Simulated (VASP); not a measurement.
Band structure of Te$_{2}$W (space group R-3m). Method: PBE GGA, VASP's PBE PAW potentials (set 64) (plane waves; VASP 6.6.1).

Unless said otherwise, spin-orbit coupling is left out, though it shifts the bands of the heavy elements here.

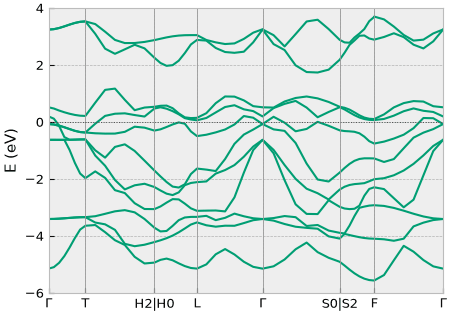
Figure. Bands along high-symmetry lines, zero at the valence-band maximum or, without a gap, the Fermi level

Question: Read the plot: is there a gap, and where are the band edges?

Answer: It has no gap at this level: it comes out as a metal or semimetal.

The structure was generated: Te2W was put into an ordered model structure, which need not be its known phase. The cell was not relaxed at this level. The k-mesh is coarse (spacing up to 0.36 per Å, 2π included), so the numbers may not be converged in it.
